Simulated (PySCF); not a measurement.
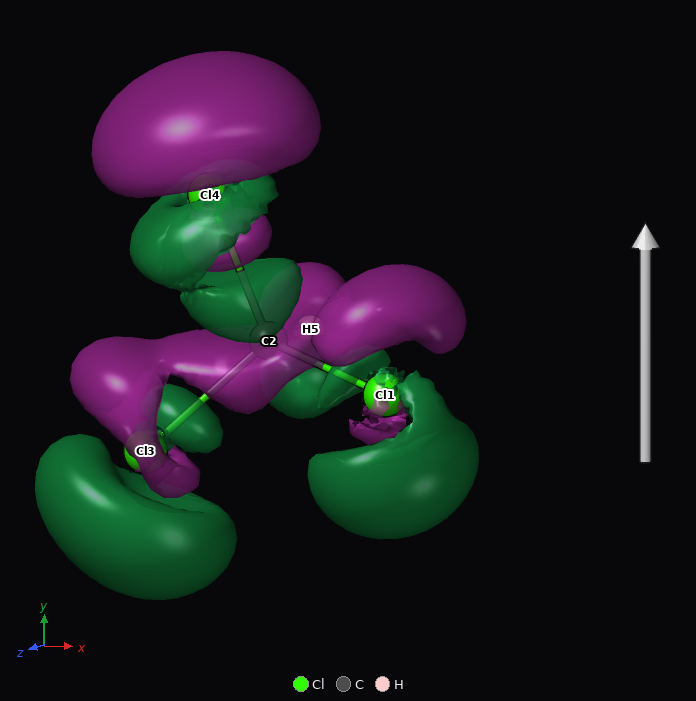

Figure. CHCl3, SMILES `ClC(Cl)Cl`. Change of the electron density in a uniform field of 0.51 V/Å along +y (arrow), surfaces at ±0.004 e/Å³ (green: gain, purple: loss).

Level of theory: B3LYP/def2-SVPD (PySCF), at a geometry from GFN2-xTB. No frequency check shows the geometry to be a minimum. GFN2-xTB bond lengths at metals and heavier atoms can be off by up to 0.1 Å and shapes distorted, which carries into these values.

Input script:

```python
import numpy as np
from pyscf import gto, scf, dft
from pyscf.scf import atom_ks, atom_hf
from scipy.linalg import block_diag

def solve(mol, dm0=None, hcore=None):
    mf = (dft.UKS if mol.spin else dft.RKS)(mol, xc='b3lyp')
    mf.grids.level = 3
    mf = mf.density_fit(auxbasis='def2-universal-jkfit')
    mf.conv_tol, mf.max_cycle = 1e-8, 80
    if hcore is not None:
        mf.get_hcore = lambda *args: hcore
    mf.kernel(dm0)
    if not mf.converged:
        mf = mf.newton().run(mf.mo_coeff, mf.mo_occ, max_cycle=30)
    assert mf.converged, 'SCF not converged'
    return mf

mol = gto.M(atom='''
Cl     1.61831    -0.43393     0.08743
C      0.00005    -0.00009    -0.48107
Cl    -1.18498    -1.18449     0.08743
Cl    -0.43335     1.61845     0.08742
H     -0.00003    -0.00003    -1.57242
''', basis='def2-svpd', charge=0, spin=0, verbose=4)
field = np.array([-0.0, -0.01, -0.0])  # atomic units
mol.set_common_orig(mol.atom_charges() @ mol.atom_coords() / mol.atom_charges().sum())
mf = solve(mol)
out = dict(dm0=mf.make_rdm1(), d0=mf.dip_moment(unit='AU'), e0=mf.e_tot)
for name, sign in (('p', 1), ('m', -1)):
    h = mf.get_hcore() + sign * np.einsum('x,xij->ij', field, mol.intor('int1e_r'))
    mi = solve(mol, mf.make_rdm1(), h)
    out.update({'dm' + name: mi.make_rdm1(), 'd' + name: mi.dip_moment(unit='AU'), 'e' + name: mi.e_tot})
# spherically averaged free atoms, for the promolecule
atm = atom_ks.get_atm_nrks(mol, xc='b3lyp')
pro = block_diag(*[(atm[a[0]][2] * atm[a[0]][3]) @ atm[a[0]][2].T for a in mol._atom])
np.savez('result.npz', pro=pro, **out)
```

Launched as:

```sh
OMP_NUM_THREADS=1 python input.py
```

The run took 34 s on 1 thread of Arm Neoverse N1, on a shared host, peak memory 0.51 GiB.

Partitions, critical points and surface values were worked out afterwards from this run's density.

The field was applied in both directions; the picture shows the one opposite to the script's first.

How large is the response?

The induced dipole is 1.60 D (along the field); α along this axis, from the fields in both directions, is 63 bohr³ (9.3 Å³).
